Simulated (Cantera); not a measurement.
Input: 1 mol borazine, 0.5 mol H2O, a varied amount of H2, at 1500 K and 90.0 Pa.

Cantera equilibrium calculation (NASA polynomials, part measured and part estimated; ideal gas, pure solids and liquids). Candidate condensed phases: B, BN, B2O3, B3O3H3, H2O; 39 gas species. The feed counts by its element totals alone. Equilibrium is a limit: real reactors are often held back by kinetics, nucleation or transport.

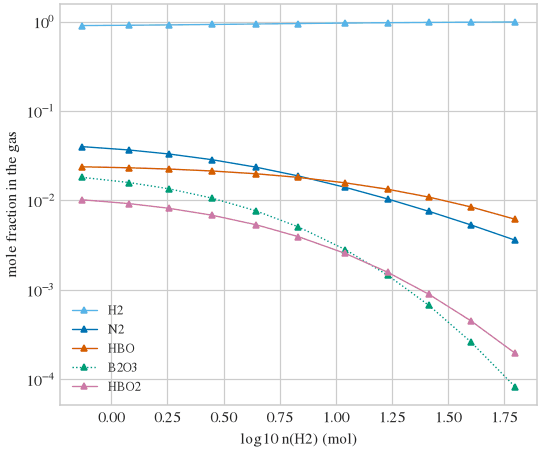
Figure: Equilibrium gas composition (values under 1e-9 drawn at 1e-9)

From 0.74 mol H2 to 63 mol H2 the condensed part is BN(s). The main B-bearing gas is B2O3 at 0.74 mol H2 and HBO at 63 mol H2. The share of B in condensed phases is highest at 0.74 mol H2 (87.7 %) and lowest at 63 mol H2 (84.0 %).
